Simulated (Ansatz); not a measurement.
Mg$_{7}$S$_{8}$Zn (16 atoms in the cell), run with Ansatz.

```
crystal:
  lattice:
    - [0.000000, 5.616101, 5.616101]
    - [5.616101, 0.000000, 5.616101]
    - [5.616101, 5.616101, 0.000000]
  atoms:
    - { symbol: Mg, position: [0.002480, 0.006452, 0.000634] }
    - { symbol: Mg, position: [0.502015, 0.500062, 0.496188] }
    - { symbol: Mg, position: [0.996089, 0.000165, 0.499335] }
    - { symbol: Mg, position: [0.501784, 0.500207, 0.003183] }
    - { symbol: Mg, position: [0.998933, 0.492565, 0.002748] }
    - { symbol: Mg, position: [0.499021, 0.001044, 0.503562] }
    - { symbol: Mg, position: [0.001888, 0.495668, 0.499815] }
    - { symbol: S, position: [0.127550, 0.125784, 0.125346] }
    - { symbol: S, position: [0.626257, 0.622141, 0.626881] }
    - { symbol: S, position: [0.125813, 0.123362, 0.628999] }
    - { symbol: S, position: [0.625692, 0.629337, 0.120521] }
    - { symbol: S, position: [0.120578, 0.620436, 0.127281] }
    - { symbol: S, position: [0.626086, 0.129754, 0.622585] }
    - { symbol: S, position: [0.622144, 0.130672, 0.122625] }
    - { symbol: S, position: [0.125768, 0.619564, 0.625567] }
    - { symbol: Zn, position: [0.497153, 0.004331, 0.002853] }
kpoints:
  mp_grid: { grid: [2, 2, 2], shift: [0.5, 0.5, 0.5] }
hamiltonian:
  xc: pbesol
scf:
  occupations: { method: fermi_dirac, width: 0.03 }
  max_iter: 6
output:
  forces: true
  eigenvalues: true
  stress: true
```

Command:
```bash
ansatz run in.yaml --threads 7 --pin off --max-ram 13300MiB --runs-dir r --events-out ev --progress --plain
```

Q: Will this run converge, and how?

A: Not converged after 6 iterations. The residual is still falling at the last step (down to 2 × 10⁻⁶).

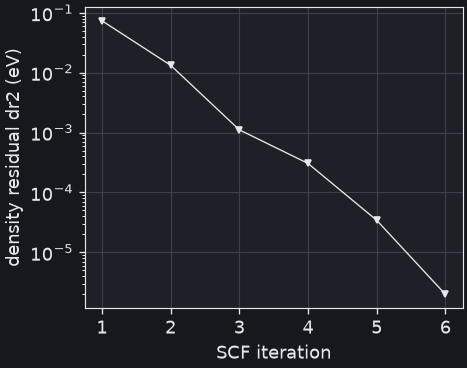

SCF iterations of a calculation: density residual dr2. The starting density is a sum of atomic densities corrected by a trained network.
